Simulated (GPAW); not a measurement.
**O K ELNES/XANES of BaTiO3 (Barioperovskite, Amm2) from DFT**

Aim: the near-edge shape at the O K edge of BaTiO3 (Barioperovskite, Amm2), and what the core hole does to it.

Main program and level: GPAW 26.7.0; X-ray absorption from dipole matrix elements to empty bands, plane-wave PAW LDA+U.

### 1. The starting structure

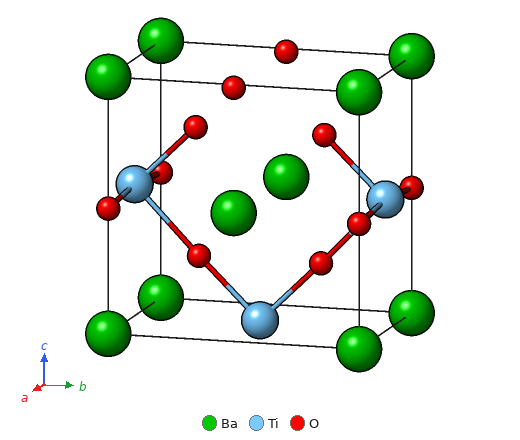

The cell as given, slightly off an axis (barium green, titanium blue, oxygen red). This picture shows the conventional cell, with its axes. Some periodic images of atoms are drawn too.

As a file:

```xyz
5
Lattice="3.9855 0.0000 0.0000 0.0000 2.8369 2.8451 0.0000 -2.8369 2.8451" Properties=species:S:1:pos:R:3 pbc="T T T"
Ba    0.0000    0.0000    0.0000
Ti    1.9928    0.0000    2.9157
O     1.9928    1.3804    4.2594
O     1.9928   -1.3804    4.2594
O     0.0000    0.0000    2.7735
```

### 2. The field without a hole

A plain self-consistent run shows whether there is a gap, which decides the set-up of the core-hole run.

Input file scf.py:

```python
import numpy as np
from ase import Atoms
from ase.parallel import parprint, paropen
from gpaw import GPAW, PW, FermiDirac, Mixer, MixerDif, setup_paths
from gpaw.test import gen
setup_paths.insert(0, '.')
gen('O', name='nch1s', xcname='LDA', corehole=(1, 0, 0), write_xml=True)
from gpaw.mpi import world
world.barrier()

atoms = Atoms('BaTiO3',
    cell=[[3.9855, 0, 0],
     [0, 2.8369, 2.84515],
     [0, -2.8369, 2.84515]],
    scaled_positions=[[0, 0, 0],
     [0.5, 0.5124, 0.5124],
     [0.5, 0.99184, 0.50524],
     [0.5, 0.50524, 0.99184],
     [0, 0.4874, 0.4874]],
    pbc=True)
atoms.calc = calc = GPAW(legacy_gpaw=True, mode=PW(500, force_complex_dtype=True), xc='LDA', setups={'Ti': ':d,4', 2: 'nch1s'},
    kpts={'size': (6, 6, 6), 'gamma': True}, occupations=FermiDirac(0.05),
    charge=0, mixer=Mixer(0.05, 8, 50), maxiter=150,
    convergence={'density': 0.0001, 'eigenstates': 1e-6}, txt='scf.txt')
energy = atoms.get_potential_energy() + calc.get_reference_energy()
ef = calc.get_fermi_level()
out = dict(energy=energy, fermi=ef, forces=atoms.get_forces().tolist())
parprint(f'all-electron energy {energy:.4f} eV, Fermi level {ef:.4f} eV')
ev = np.array([[calc.get_eigenvalues(k, s) for k in range(len(calc.get_ibz_k_points()))] for s in range(calc.get_number_of_spins())])
out['homo'], out['lumo'], out['counts'] = ev[ev < ef].max(), ev[ev > ef].min(), sorted(set((ev < ef).sum((0, 2)).tolist()))
out['filled'] = (ev[:, 0] < ef).sum(1).tolist()
import json
with paropen('out.json', 'w') as f:
    json.dump(out, f)
```

Started as:

```console
$ OMP_NUM_THREADS=1 mpirun -n 4 gpaw python scf.py
```

Numbers of over 12 decimals in the logs are rounded to 6 here.

The program printed:

```text
Input parameters:
  convergence: {density: 0.0001,
                eigenstates: 1e-06}
  kpts: {gamma: True,
         size: (6, 6, 6)}
  maxiter: 150
  mixer: {backend: pulay,
          beta: 0.05,
          method: separate,
          nmaxold: 8,
          weight: 50}
  mode: {ecut: 500.0,
         force_complex_dtype: True,
         name: pw}
  occupations: {fixmagmom: False,
                name: fermi-dirac,
                width: 0.05}
  setups: {2: nch1s,
           Ti: :d,4}

Initialize ...

[... PAW data sets ...]

Reference energy: -250365.446817  # eV

Spin-paired calculation

[... convergence settings ...]
Symmetries present (total): 2
  [... symmetry matrices ...]

216 k-points: 6 x 6 x 6 Monkhorst-Pack grid + [1/12,1/12,1/12]
80 k-points in the irreducible part of the Brillouin zone
       k-points in crystal coordinates                weights
   0:     0.00000000    0.00000000    0.00000000          1/216
   1:     0.00000000    0.00000000    0.16666667          2/216
   2:     0.00000000    0.00000000    0.33333333          2/216
   3:     0.00000000    0.00000000    0.50000000          1/216
   4:     0.00000000    0.16666667   -0.33333333          2/216
   5:     0.00000000    0.16666667   -0.16666667          2/216
   6:     0.00000000    0.16666667    0.00000000          2/216
   7:     0.00000000    0.16666667    0.16666667          2/216
   8:     0.00000000    0.16666667    0.33333333          2/216
   9:     0.00000000    0.16666667    0.50000000          2/216
          ...
  79:     0.50000000    0.50000000    0.50000000          1/216

Wave functions: Plane wave expansion
  Cutoff energy: 500.000 eV
  Number of coefficients (min, max): 1614, 1659
  Pulay-stress correction: 0.000000 eV/Ang^3 (de/decut=0.000000)
  Using FFTW library
  Wavefunction extrapolation:
    Improved wavefunction reuse through dual PAW basis

Occupation numbers: Fermi-Dirac:
  width: 0.0500  # eV

Eigensolver
   Davidson(niter=2)

Densities:
  Coarse grid: 21*21*21 grid
  Fine grid: 42*42*42 grid
  Total Charge: 0.000000

Density mixing:
  Method: separate
  Backend: pulay
  Linear mixing parameter: 0.05
  old densities: 8
  Width of damping distribution: 1.1
  Damping of long wavelength oscillations: 50

[... Hamiltonian set-up ...]
Number of atoms: 5
Number of atomic orbitals: 30
Number of bands in calculation: 28
Number of valence electrons: 40
Bands to converge: occupied

... initialized

Initializing position-dependent things.

Density initialized from atomic densities
Creating initial wave functions:
  28 bands from LCAO basis set

              O
            O
        O    Ti

        Ba

Atomic positions and initial magnetic moments

Positions:
   0 Ba     0.000000    0.000000    0.000000    ( 0.0000,  0.0000,  0.0000)
   1 Ti     1.992750    0.000000    2.915710    ( 0.0000,  0.0000,  0.0000)
   2 O      1.992750    1.380436    4.259417    ( 0.0000,  0.0000,  0.0000)
   3 O      1.992750   -1.380436    4.259417    ( 0.0000,  0.0000,  0.0000)
   4 O      0.000000   -0.000000    2.773452    ( 0.0000,  0.0000,  0.0000)

Unit cell:
           periodic     x           y           z      points  spacing
  1. axis:    yes    3.985500    0.000000    0.000000    21     0.1898
  2. axis:    yes    0.000000    2.836900    2.845150    21     0.1913
  3. axis:    yes    0.000000   -2.836900    2.845150    21     0.1913

  Lengths:   3.985500   4.017820   4.017820
  Angles:   89.833620  90.000000  90.000000

Effective grid spacing dv^(1/3) = 0.1908

iter:   1   -45.678169
iter:   2   -43.862611   -0.85  -0.94
iter:   3   -39.792999   -0.80  -1.01
iter:   4   -39.765647   -2.03  -1.37
iter:   5   -39.863847   -1.79  -1.42
iter:   6   -40.081089   -1.46  -1.68
iter:   7   -40.055440   -2.91  -1.63
iter:   8   -39.686744   -2.07  -1.63
iter:   9   -39.677007   -2.54  -2.13
iter:  10   -39.667549c  -3.67  -2.50
iter:  11   -39.667511c  -4.40  -2.90
iter:  12   -39.668966c  -4.50  -3.14
iter:  13   -39.667465c  -4.74  -2.90
iter:  14   -39.667713c  -4.14  -3.22
iter:  15   -39.667145c  -4.92  -3.17
iter:  16   -39.667143c  -5.81  -4.03c
iter:  17   -39.667147c  -6.18c -4.25c

Converged after 17 iterations.

Dipole moment: (0.000000, -0.000000, 1.755016) |e|*Ang

Energy contributions relative to reference atoms: (reference = -250365.446817)

Kinetic:        +26.701855
Potential:      -29.477967
External:        +0.000000
XC:             -37.149045
Entropy (-ST):   -0.000000
Local:           +0.258010
SIC:             +0.000000
--------------------------
Free energy:    -39.667147
Extrapolated:   -39.667147

Showing only first 2 kpts
 Kpt  Band  Eigenvalues  Occupancy
  0    18      7.13989    2.00000
  0    19      7.17937    2.00000
  0    20      9.73560    0.00000
  0    21      9.78462    0.00000

  1    18      6.92447    2.00000
  1    19      7.01436    2.00000
  1    20      9.85767    0.00000
  1    21     10.24978    0.00000

Fermi level: 8.57597

Gap: 2.328 eV
Transition (v -> c):
  (s=0, k=79, n=19, [0.50, 0.50, 0.50]) -> (s=0, k=0, n=20, [0.00, 0.00, 0.00])
Direct/indirect transitions are different
Direct gap: 2.556 eV
Transition at: (s=0, k=0, n=19, [0.00, 0.00, 0.00])

Forces in eV/Ang:
  0 Ba    0.00000   -0.00000    0.17064
  1 Ti    0.00000    0.00000   -0.31874
  2 O     0.00000    0.16702   -0.03662
  3 O     0.00000   -0.16688   -0.03652
  4 O     0.00000    0.00004    0.22951
Scalar-relativistic atomic LDA calculation for O (Oxygen, Z=8)
Core hole in 1s state (1s occupation: 2.0)
300 radial gridpoints.
|------------------------------------------------|
|------------------------------------------------|
[... the atom generator's iteration count ...]

Energy contributions:
-------------------------
Kinetic:      +74.266897
XC:            -7.772280
Potential:   -141.018865
-------------------------
Total:        -74.524248

state      eigenvalue         ekin         rmax
-----------------------------------------------
1s^2.0 :   -18.772897    28.821965        0.130
2s^2.0 :    -0.872866     3.204810        0.874
2p^4.0 :    -0.337925     2.553337        0.813
-----------------------------------------------
(units: Bohr and Hartree)

Generating PAW setup
Kinetic energy of the core from tauc = 57.689706
Cutoffs:
rc(s)=1.300
rc(p)=1.130
rc(d)=1.170
rc(vbar)=1.300
rc(comp)=1.260
rc(nct)=1.300

Kinetic energy of the core states: 57.643930
Charge: 0.0
Core electrons: 2.0
Valence electrons: 6.0
Pseudo-core charge: 0.000776
Shape function alpha=6.299
Pseudo-electron charge 5.666261
state    eigenvalue         norm
--------------------------------
2s(2) :    -0.872866     1.079797
*s    :     0.127134
2p(4) :    -0.337925     0.876472
*p    :     0.662075
*d    :     0.000000
--------------------------------

Diagonalizing with gridspacing h=0.050

state   all-electron     PAW
-------------------------------
2s:      -0.872866    -0.873954
2p:      -0.337925    -0.341740
*d:                    0.050276
*f:                    0.077289
-------------------------------
all-electron energy -250405.1140 eV, Fermi level 8.5760 eV
```

It took 24 s on 4 MPI ranks of Arm Neoverse V1, shared host; peak memory 0.21 GiB.

The mesh shows a gap of 2.33 eV, so the hole is first treated in a charged cell, without the excited electron.

### 3. Spectrum without a core hole, O atom 3

Without a hole the spectrum is the empty density of states of the right symmetry on the absorber, weighted by matrix elements. It needs only the small cell and serves as the baseline. The data set with a hole of occupation 0 only carries the core orbital.

The absorber has 1 Ti at 1.93 Å and 1 Ti at 2.09 Å (linear, site symmetry m).

Input file xas.py:

```python
import numpy as np
from ase import Atoms
from ase.parallel import parprint, paropen
from gpaw import GPAW, PW, FermiDirac, Mixer, MixerDif, setup_paths
from gpaw.test import gen
setup_paths.insert(0, '.')
gen('O', name='nch1s', xcname='LDA', corehole=(1, 0, 0), write_xml=True)
from gpaw.mpi import world
world.barrier()

atoms = Atoms('BaTiO3',
    cell=[[3.9855, 0, 0],
     [0, 2.8369, 2.84515],
     [0, -2.8369, 2.84515]],
    scaled_positions=[[0, 0, 0],
     [0.5, 0.5124, 0.5124],
     [0.5, 0.99184, 0.50524],
     [0.5, 0.50524, 0.99184],
     [0, 0.4874, 0.4874]],
    pbc=True)
atoms.calc = calc = GPAW(legacy_gpaw=True, mode=PW(500, force_complex_dtype=True), xc='LDA', setups={'Ti': ':d,4', 2: 'nch1s'},
    kpts={'size': (6, 6, 6), 'gamma': True}, occupations=FermiDirac(0.02),
    charge=0, mixer=Mixer(0.05, 8, 50), maxiter=150,
    convergence={'density': 0.0001, 'eigenstates': 1e-6}, txt='scf.txt')
energy = atoms.get_potential_energy() + calc.get_reference_energy()
ef = calc.get_fermi_level()
out = dict(energy=energy, fermi=ef, forces=atoms.get_forces().tolist())
parprint(f'all-electron energy {energy:.4f} eV, Fermi level {ef:.4f} eV')
ev = np.array([[calc.get_eigenvalues(k, s) for k in range(len(calc.get_ibz_k_points()))] for s in range(calc.get_number_of_spins())])
out['homo'], out['lumo'], out['counts'] = ev[ev < ef].max(), ev[ev > ef].min(), sorted(set((ev < ef).sum((0, 2)).tolist()))
out['filled'] = (ev[:, 0] < ef).sum(1).tolist()

from ase.units import Ha
from gpaw.xas import dipole_matrix_elements
nb = int(calc.get_number_of_electrons() / 2) + 47
top, nb = nb, nb + 8 + nb // 12
nscf = calc.fixed_density(kpts={'size': (6, 6, 6), 'gamma': True}, nbands=nb,
    convergence={'bands': top, 'eigenstates': 5e-3}, maxiter=60, txt='nscf.txt')
cell = atoms.cell.array
ops = [cell.T @ U.T @ np.linalg.inv(cell.T) for U in nscf.wfs.kd.symmetry.op_scc]
filled = [20]  # bands filled in the ground state, by spin
E = np.arange(-25, 34, 0.1)
fwhm = np.interp(E, [4, 25], [0.9, 3.5])
Y, X, zero, highest = 0, 0, 1e9, 1e9
for spin in range(nscf.get_number_of_spins()):
    wfs = nscf.wfs
    mine = wfs.bd.get_slice()  # this rank's bands
    A = dipole_matrix_elements(wfs.setups[2])
    eps = np.zeros((wfs.kd.nibzkpts, nb))
    d = np.zeros((3, A.shape[1], wfs.kd.nibzkpts, nb), complex)
    for kpt in wfs.kpt_u:
        if kpt.s == spin and 2 in kpt.P_ani:
            eps[kpt.k, mine] = kpt.eps_n * Ha
            d[:, :, kpt.k, mine] = (kpt.weight * wfs.nspins / 2) ** 0.5 * np.inner(A, kpt.P_ani[2])
    world.sum(eps)
    world.sum(d)
    T = np.einsum('amkn,bmkn->abkn', d, d.conj()).real
    T = sum(np.einsum('ai,ijkn,bj->abkn', R, T, R) for R in ops) / len(ops)
    empty = np.ones_like(eps, bool) & (np.arange(nb) >= filled[spin])
    zero, highest = min(zero, eps[empty].min()), min(highest, eps[:, top - 1].min())
    lines = [(eps, T, empty)] if spin == 0 else lines + [(eps, T, empty)]
for eps, T, empty in lines:
    f = np.einsum('aakn->akn', T).reshape(3, -1)
    x = eps.ravel() - zero
    w = np.interp(x, E, fwhm) / 2.35482
    g = np.exp(-0.5 * ((E[:, None] - x) / w) ** 2) / (w * (2 * np.pi) ** 0.5)
    Y = Y + (f * empty.ravel()) @ g.T
    X = X + (f * ~empty.ravel()) @ g.T
out.update(E=E.round(2).tolist(), xas=Y.tolist(), xes=X.tolist(), zero=zero, valid=highest - zero, nk=len(eps), nb=nb)
for i in range(0, len(E), 10):
    parprint(f'{E[i]:7.2f}', *(f'{v:10.3e}' for v in Y[:, i]))
import json
with paropen('out.json', 'w') as f:
    json.dump(out, f)
```

Started as:

```console
$ OMP_NUM_THREADS=1 mpirun -n 4 gpaw python xas.py
```

The program printed:

```text
Input parameters:
  convergence: {density: 0.0001,
                eigenstates: 1e-06}
  kpts: {gamma: True,
         size: (6, 6, 6)}
  maxiter: 150
  mixer: {backend: pulay,
          beta: 0.05,
          method: separate,
          nmaxold: 8,
          weight: 50}
  mode: {ecut: 500.0,
         force_complex_dtype: True,
         name: pw}
  occupations: {fixmagmom: False,
                name: fermi-dirac,
[...]
*p    :     0.662075
*d    :     0.000000
--------------------------------

Diagonalizing with gridspacing h=0.050

state   all-electron     PAW
-------------------------------
2s:      -0.872866    -0.873954
2p:      -0.337925    -0.341740
*d:                    0.050276
*f:                    0.077289
-------------------------------
all-electron energy -250405.1140 eV, Fermi level 8.4837 eV
[...]
32.00  9.601e-05  7.956e-05  8.191e-05
  33.00  8.474e-05  8.466e-05  8.888e-05
[key lines of the parts left out:]
Converged after 17 iterations.
Dipole moment: (0.000000, -0.000000, 1.755016) |e|*Ang
Free energy:    -39.667147
Fermi level: 8.48366
```

Elapsed: 51 s, on 4 MPI ranks; peak memory 0.34 GiB; 3.4 min of CPU time.

The O K spectrum, O atom 3, no core hole (energy from the lowest empty level; intensity scaled to a mean of 1 over the first 20 eV; polarised curves are means over the symmetry-equivalent atoms):

```
E (eV)  isotropic  ε ∥ x  ε ∥ y  ε ∥ z
  -2.0       0.00   0.00   0.00   0.00
  -0.5       0.01   0.01   0.00   0.01
   1.0       0.78   1.15   0.58   0.61
   2.5       0.81   0.79   0.84   0.80
   4.0       0.94   0.37   1.24   1.22
   5.5       1.58   1.27   1.72   1.76
   7.0       1.52   1.96   1.30   1.30
   8.5       0.43   0.62   0.34   0.34
  10.0       0.63   0.75   0.57   0.58
  11.5       1.20   0.76   1.42   1.42
  13.0       1.21   0.85   1.37   1.41
  14.5       1.16   1.03   1.22   1.24
  16.0       0.95   0.97   0.96   0.94
  17.5       0.99   1.17   0.90   0.89
  19.0       0.71   0.91   0.62   0.61
  20.5       0.41   0.49   0.37   0.36
  22.0       0.38   0.42   0.36   0.35
  23.5       0.38   0.39   0.38   0.36
  25.0       0.40   0.37   0.42   0.40
  26.5       0.45   0.44   0.47   0.45
  28.0       0.56   0.61   0.54   0.52
  29.5       0.70   0.82   0.65   0.63
  31.0       0.86   1.02   0.78   0.79
```

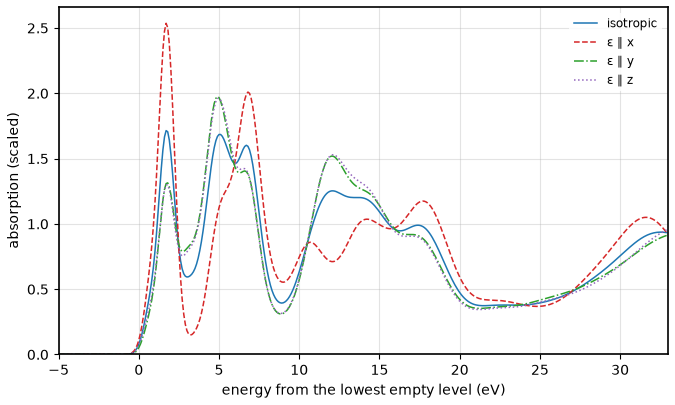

The O K edge, O atom 3, no core hole: main maxima at 1.7, 5.0 and 6.7 eV.

Main maxima below 24 eV (height): 1.7 eV (1.71), 5.0 eV (1.68), 6.7 eV (1.60), 12.1 eV (1.25) and 17.4 eV (0.99). A K edge sees empty p states; the first features are O p mixed into the empty d states of the Ti neighbours, and the broad ones above probably into the cations' higher empty bands.

The same matrix elements for filled bands give the O K emission of O atom 3 (ground-state approximation; energy from the lowest empty level, largest value 1):

```
E (eV)  emission
 -24.0      0.00
 -22.5      0.00
 -21.0      0.00
 -19.5      0.00
 -18.0      0.00
 -16.5      0.00
 -15.0      0.00
 -13.5      0.00
 -12.0      0.02
 -10.5      0.00
  -9.0      0.00
  -7.5      0.01
  -6.0      0.48
  -4.5      0.68
  -3.0      0.96
  -1.5      0.01
   0.0      0.00
   1.5      0.00
   3.0      0.00
```

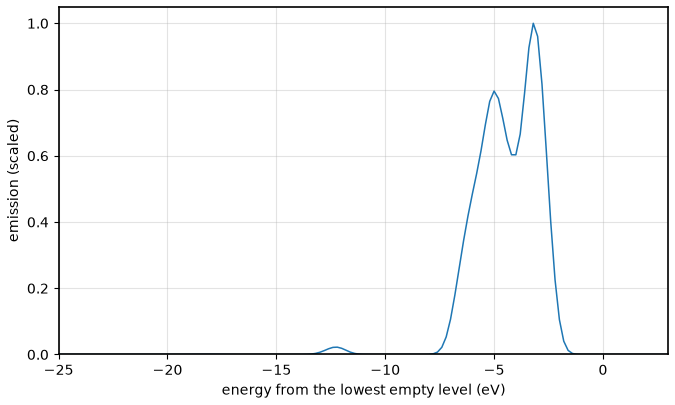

X-ray emission from the filled bands.

Emission maxima: -5.0 eV (0.80) and -3.2 eV (1.00).

### 4. Supercell without a hole, the energy reference

The photon energy needs a difference of total energies, so the cell and mesh of the coming hole run are first run without a hole.

scf.py, as its differences from that of step 2:

```diff
@@ -10,14 +10,19 @@
 
-atoms = Atoms('BaTiO3',
-    cell=[[3.9855, 0, 0],
-     [0, 2.8369, 2.84515],
-     [0, -2.8369, 2.84515]],
+atoms = Atoms('Ba2Ti2O6',
+    cell=[[3.9855, -2.8369, 2.84515],
+     [-3.9855, 2.8369, 2.84515],
+     [-3.9855, -2.8369, 2.84515]],
     scaled_positions=[[0, 0, 0],
-     [0.5, 0.5124, 0.5124],
-     [0.5, 0.99184, 0.50524],
-     [0.5, 0.50524, 0.99184],
-     [0, 0.4874, 0.4874]],
+     [0.5, 0, 0.5],
+     [0.7624, 0.5124, 0.75],
+     [0.2624, 0.5124, 0.25],
+     [0.99854, 0.99184, 0.5067],
+     [0.49854, 0.99184, 0.0067],
+     [0.99854, 0.50524, 0.9933],
+     [0.49854, 0.50524, 0.4933],
+     [0.4874, 0.4874, 0],
+     [0.9874, 0.4874, 0.5]],
     pbc=True)
-atoms.calc = calc = GPAW(legacy_gpaw=True, mode=PW(500, force_complex_dtype=True), xc='LDA', setups={'Ti': ':d,4', 2: 'nch1s'},
-    kpts={'size': (6, 6, 6), 'gamma': True}, occupations=FermiDirac(0.05),
+atoms.calc = calc = GPAW(legacy_gpaw=True, mode=PW(500, force_complex_dtype=True), xc='LDA', setups={'Ti': ':d,4', 4: 'nch1s'},
+    kpts={'size': (5, 5, 5), 'gamma': True}, occupations=FermiDirac(0.02),
     charge=0, mixer=Mixer(0.05, 8, 50), maxiter=150,
```

Started as:

```console
$ OMP_NUM_THREADS=1 mpirun -n 4 gpaw python scf.py
```

The program printed:

```text
Input parameters:
  convergence: {density: 0.0001,
                eigenstates: 1e-06}
  kpts: {gamma: True,
         size: (5, 5, 5)}
  maxiter: 150
  mixer: {backend: pulay,
          beta: 0.05,
          method: separate,
          nmaxold: 8,
          weight: 50}
  mode: {ecut: 500.0,
         force_complex_dtype: True,
         name: pw}
  occupations: {fixmagmom: False,
                name: fermi-dirac,
[...]
2s(2) :    -0.872866     1.079797
*s    :     0.127134
2p(4) :    -0.337925     0.876472
*p    :     0.662075
*d    :     0.000000
--------------------------------

Diagonalizing with gridspacing h=0.050

state   all-electron     PAW
-------------------------------
2s:      -0.872866    -0.873954
2p:      -0.337925    -0.341740
*d:                    0.050276
*f:                    0.077289
-------------------------------
all-electron energy -500810.2350 eV, Fermi level 8.4837 eV
[key lines of the parts left out:]
Converged after 17 iterations.
Dipole moment: (0.428931, -0.305315, 3.816444) |e|*Ang
Free energy:    -79.341396
Fermi level: 8.48373
```

The job ended after 87 s (4 MPI ranks; peak memory 0.31 GiB; 5.8 min of CPU time).

Reference energy: -500810.235 eV with the cores included.

(Part 1 of 2 ends here.)

[Banner, clock and machine lines of the logs are left out without a mark of their own.]

[Logs are printed without paths, hosts, clocks, repeated set-up lines and the standing remarks that a program may print on its own settings, such as how far it seeks lower states.]

[Hosts, paths, dates, database ids (printed as entryN), source tags and the programs' standing remarks are cut or masked in the printed files.]

[Lists of maxima count a maximum above −3 eV only where it reaches 4 % of the highest in the window and stands out from its surroundings by 2 % of it (1.5 % where it reaches 55 %); shoulders and weaker maxima are passed over, and of the rest the first, up to two pre-edge ones and the few strongest are named.]
